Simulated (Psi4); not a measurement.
**GeSiH4 (SMILES [SiH3][GeH]): a chain of runs**

Wanted: a geometry optimisation (UPBEh-3c/def2-mSVP), then vibrational wavenumbers, then a single-point energy (UMP2/def2-TZVPP) of GeSiH4. 

The calculation is run with Psi4 1.11.

### Step 1. Starting point

The species is GeSiH4 (6 atoms), meant as a triplet with charge 0. SMILES: `[SiH3][GeH]`. Geometry: a GFN2-xTB relaxation, a rough one for these elements and not checked as a minimum. The run starts from this shape.

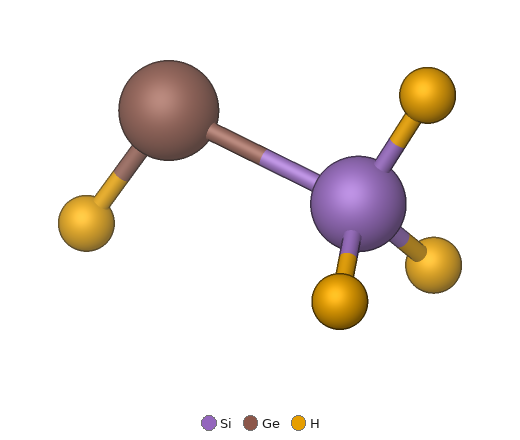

Viewed from a chosen angle; silicon purple, germanium brown, hydrogen amber.

### Step 2. A geometry optimisation at UPBEh-3c/def2-mSVP (density fitting) (run 1)

The input, job.inp:

```
memory 1.6 GB

molecule m {
  0 3
  Si    -0.53520823    -0.47496376    -0.99681163
  Ge     1.65277337    -0.36093769     2.86932235
  H     -3.09947210     0.60372970    -0.87794786
  H     -0.66244349    -3.18352712    -1.53545917
  H      0.76076594     0.85859706    -3.06921758
  H      1.88358451     2.55710180     3.61011389
  units bohr
  symmetry c1
}

set reference uks
set geom_maxiter 60

E, wfn = opt('pbeh-3c', return_wfn=True)
```

Run with:

```console
$ psi4 job.inp job.out -n 1
```

job.out:

```text
[...]
  Running in c1 symmetry.
[...]
  Nuclear repulsion =  145.968847630838070
[...]
  Multiplicity = 3
[...]
  Nalpha       = 26
  Nbeta        = 24
[...]
    Number of basis functions: 58
[...]
   @DF-UKS iter   1: -2366.16897730488654   -2.66286e+00   3.87078e-02 ADIIS/DIIS
[...]
   @DF-UKS iter   8: -2367.44301204671001   -2.27374e-12   2.70327e-09 DIIS
[...]
   @S^2 Observed:                2.004187964E+00
[...]
  @DF-UKS Final Energy: -2367.44301204671001
   => Energetics <=
    Nuclear Repulsion Energy =            145.4244740706557479
    One-Electron Energy =               -3588.0127193069411078
    Two-Electron Energy =                1133.9113531176656124
    DFT Exchange-Correlation Energy =     -58.7706933727108378
    Empirical Dispersion Energy =           0.0045734446203315
    VV10 Nonlocal Energy =                  0.0000000000000000
    Total Energy =                      -2367.4430120467100096
[...]
  -Total Gradient:
     Atom            X                  Y                   Z
    ------   -----------------  -----------------  -----------------
       1        0.000000501219     0.000099127507     0.000012689933
       2       -0.000007520088    -0.000023352678    -0.000015848827
       3       -0.000006328263    -0.000040745969     0.000030260704
       4       -0.000011397553    -0.000011477961    -0.000021128852
       5        0.000033462351    -0.000037658718     0.000008280734
       6       -0.000003305952     0.000022917791    -0.000003688373
[...]
```

Standard output:

```text
Optimizer: Optimization complete!
```

It took 24 s on 1 thread of Intel Xeon 6975P-C (Granite Rapids), shared host; peak memory 0.44 GiB.

The path in brief:

| step | energy from the first frame kept (eV) | largest force (eV/Å) |
| --- | --- | --- |
| 0 | 0.0000 | 1.5536 |
| 1 | -0.1679 | 0.3353 |
| 2 | -0.1830 | 0.0900 |
| 3 | -0.1847 | 0.0277 |
| 4 | -0.1852 | 0.0079 |
| 5 | -0.1853 | 0.0051 |

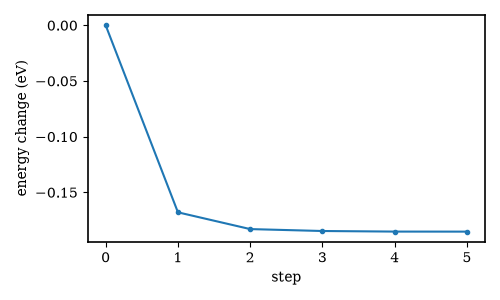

Energy along the run.

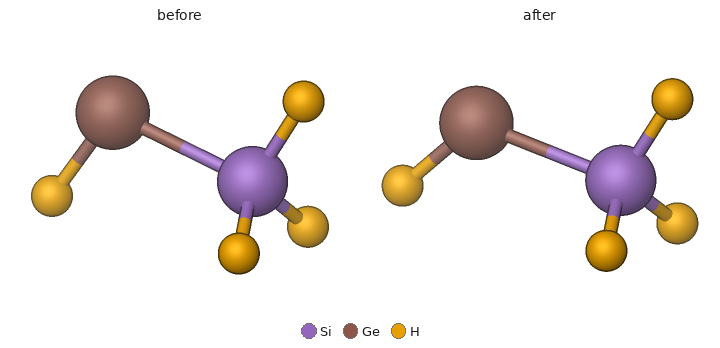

Before and after, at one scale.

After the run. Bond lengths: Si1–Ge2 2.365 Å, Si1–H3 1.484 Å, Si1–H4 1.481 Å, Si1–H5 1.484 Å, Ge2–H6 1.532 Å. Angles: Si1–Ge2–H6 123.1°, Ge2–Si1–H3 111.4°, Ge2–Si1–H4 107.0°, Ge2–Si1–H5 111.4°, H3–Si1–H4 109.1°, H3–Si1–H5 108.7°, H4–Si1–H5 109.1°.

### Step 3. The harmonic vibrations at UPBEh-3c/def2-mSVP (density fitting) (run 2)

The input, job.dat:

```
memory 1600 MB

molecule {
  0 3
  Si
  Ge 1 R2
  H 1 R3 2 A3
  H 1 R4 3 A4 2 D4
  H 1 R5 4 A5 3 D5
  H 2 R6 1 A6 4 D6

  R2 = 2.364507
  R3 = 1.483715
  A3 = 111.38191
  R4 = 1.480706
  A4 = 109.14383
  D4 = 117.93642
  R5 = 1.483715
  A5 = 109.14521
  D5 = -118.70369
  R6 = 1.531612
  A6 = 123.1164
  D6 = 179.97719
  units angstrom
  symmetry c1
}

set {
  reference                  uks
  t                          298.15
  rotational_symmetry_number 1
}

energy_value, wavefunction = freq('pbeh-3c', return_wfn=True)
```

Run with:

```console
$ psi4 job.dat job.out -n 1
```

job.out:

```text
[...]
  Running in c1 symmetry.
[...]
  Nuclear repulsion =  145.424494495746757
[...]
  Multiplicity = 3
[...]
  Nalpha       = 26
  Nbeta        = 24
[...]
    Number of basis functions: 58
[...]
   @DF-UKS iter   1: -2366.17945117531781   -2.66140e+00   3.86974e-02 ADIIS/DIIS
[...]
   @DF-UKS iter  12: -2367.44301132313285   -1.36424e-11   9.95747e-09 DIIS
[...]
   @S^2 Observed:                2.004187322E+00
[...]
  @DF-UKS Final Energy: -2367.44301132313285
   => Energetics <=
    Nuclear Repulsion Energy =            145.4381823325967673
    One-Electron Energy =               -3588.0416081269931965
    Two-Electron Energy =                1133.9267776489982680
    DFT Exchange-Correlation Energy =     -58.7709318121971691
    Empirical Dispersion Energy =           0.0045686344629087
    VV10 Nonlocal Energy =                  0.0000000000000000
    Total Energy =                      -2367.4430113231323958
[...]
  -Total Gradient:
     Atom            X                  Y                   Z
    ------   -----------------  -----------------  -----------------
       1        0.000300554224    -0.000044841445    -0.000134756431
       2        0.000217162854     0.000094952213     0.000177836307
       3       -0.000062904607     0.000007639809     0.000030058708
       4       -0.000022536039     0.000002607623    -0.000001066523
       5       -0.000203724130     0.000065076970     0.000161233440
       6       -0.000221979533    -0.000121751401    -0.000220784242
[...]
  ==> Harmonic Vibrational Analysis <==
[...]
  Freq [cm^-1]                 100.1014            355.0926            430.4987
[...]
  IR activ [km/mol]             0.1296              2.5579             13.5749
[...]
  Freq [cm^-1]                 536.1133            631.5107            900.9787
[...]
  Freq [cm^-1]                 953.0450            963.9355           2169.0091
[...]
```

The script printed:

```text
Warning: used thermodynamics relations inappropriate for low-frequency modes: ['100.1014' '355.0926' '430.4987' '536.1133']
```

It took 2.2 min on 1 thread of Intel Xeon 6975P-C (Granite Rapids), shared host; peak memory 0.47 GiB.

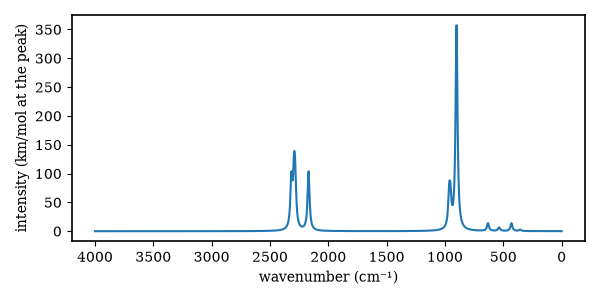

Harmonic infrared spectrum, unscaled, lines broadened by 10 cm⁻¹.

### Step 4. The energy at UMP2/def2-TZVPP (density fitting, density fitting for correlation) (run 3)

The input, geh4si.sdf:

```

     RDKit          3D

  6  5  0  0  0  0  0  0  0  0999 V2000
   -0.2786   -0.3811   -0.5341 Si  0  0  0  0  0  4  0  0  0  0  0  0
    0.8705   -0.1339    1.5176 Ge  0  0  0  0  0  2  0  0  0  0  0  0
   -1.6565    0.1628   -0.4514 H   0  0  0  0  0  0  0  0  0  0  0  0
   -0.3458   -1.8323   -0.8208 H   0  0  0  0  0  0  0  0  0  0  0  0
    0.4372    0.3008   -1.6405 H   0  0  0  0  0  0  0  0  0  0  0  0
    1.1477    1.2273    2.1627 H   0  0  0  0  0  0  0  0  0  0  0  0
  2  1  1  0
  3  1  1  0
  4  1  1  0
  5  1  1  0
  6  2  1  0
M  RAD  1   2   3
M  END
$$$$
```

The input, run.py:

```python
import psi4
from rdkit import Chem

psi4.set_memory('1600 MB')
psi4.set_num_threads(1)
psi4.core.set_output_file('output.dat', False)

rd = Chem.SDMolSupplier('geh4si.sdf', removeHs=False, sanitize=False)[0]
xyz = rd.GetConformer().GetPositions()
atoms = '\n'.join(f'{a.GetSymbol()} {x:.4f} {y:.4f} {z:.4f}' for a, (x, y, z) in zip(rd.GetAtoms(), xyz))
molecule = psi4.geometry('0 3\n' + atoms + '')

psi4.set_options({
    'basis': 'def2-TZVPP',
    'reference': 'uhf',
    'num_frozen_docc': 14,
})

energy_value, wavefunction = psi4.energy('mp2', molecule=molecule, return_wfn=True)
print(f'mp2 energy: {energy_value:.10f} Eh')
```

Run with:

```console
$ python run.py
```

output.dat:

```text
[...]
  Running in c1 symmetry.
[...]
  Nuclear repulsion =  145.423021549921117
[...]
  Multiplicity = 3
[...]
  Nalpha       = 26
  Nbeta        = 24
[...]
    Number of basis functions: 146
[...]
   @DF-UHF iter   1: -2365.23355044186337   -3.19170e+00   1.88566e-02 ADIIS/DIIS
[...]
   @DF-UHF iter  14: -2366.58701709560546   -1.63709e-11   7.87094e-09 DIIS
[...]
   @S^2 Observed:                2.012564256E+00
[...]
  @DF-UHF Final Energy: -2366.58701709560546
   => Energetics <=
    Nuclear Repulsion Energy =            145.4230215499211170
    One-Electron Energy =               -3588.8469424807512951
    Two-Electron Energy =                1076.8369038352245752
    Total Energy =                      -2366.5870170956059155
  UHF NO Occupations:
  HONO-2 :   24  A 1.9949914
  HONO-1 :   25  A 1.0000000
[...]
 Multipole Moments:
 ------------------------------------------------------------------------------------
     Multipole            Electronic (a.u.)      Nuclear  (a.u.)        Total (a.u.)
 ------------------------------------------------------------------------------------
 L = 1.  Multiply by 2.5417464519 to convert [e a0] to [Debye]
 Dipole X            :          5.5325850           -5.5887517           -0.0561667
 Dipole Y            :         -0.0369306            0.0193999           -0.0175308
 Dipole Z            :          9.7372248           -9.8380205           -0.1007956
 Magnitude           :                                                    0.1167124
[...]
```

Standard output:

```text
mp2 energy: -2366.9320095702 Eh
```

It took 2.9 s on 1 thread of Intel Xeon 6975P-C (Granite Rapids), shared host; peak memory 0.33 GiB.

### Step 5. What came out

```
                                                                            quantity             value
                                  run 1, UPBEh-3c/def2-mSVP: total energy at the end    -2367.44301 Eh
                                            run 1, UPBEh-3c/def2-mSVP: dipole moment            0.32 D
                       run 1, UPBEh-3c/def2-mSVP: HOMO energy (highest over α and β)          -6.34 eV
                        run 1, UPBEh-3c/def2-mSVP: LUMO energy (lowest over α and β)          -2.81 eV
                                                     run 1, UPBEh-3c/def2-mSVP: ⟨S²⟩             2.004
                               run 2, UPBEh-3c/def2-mSVP: lowest harmonic wavenumber          100 cm⁻¹
                              run 2, UPBEh-3c/def2-mSVP: highest harmonic wavenumber         2317 cm⁻¹
                                        run 2, UPBEh-3c/def2-mSVP: zero-point energy       83.4 kJ/mol
run 2, UPBEh-3c/def2-mSVP: ideal-gas entropy at 298.15 K (symmetry number 1 as used)  72.2 cal/(mol K)
                                                run 3, UMP2/def2-TZVPP: total energy    -2366.93201 Eh
  run 3, UMP2/def2-TZVPP: HOMO energy (Hartree–Fock orbitals) (highest over α and β)          -8.05 eV
   run 3, UMP2/def2-TZVPP: LUMO energy (Hartree–Fock orbitals) (lowest over α and β)           0.59 eV
                run 3, UMP2/def2-TZVPP: correlation energy (14 core orbitals frozen)        -345.0 mEh
                           run 3, UMP2/def2-TZVPP: ⟨S²⟩ of the reference determinant             2.013
```

**Reading.** The optimisation (run 1, UPBEh-3c/def2-mSVP) took 6 steps and changed the energy by -0.185 eV. All 12 modes (run 2, UPBEh-3c/def2-mSVP) are real, so the shape is a minimum at this level.
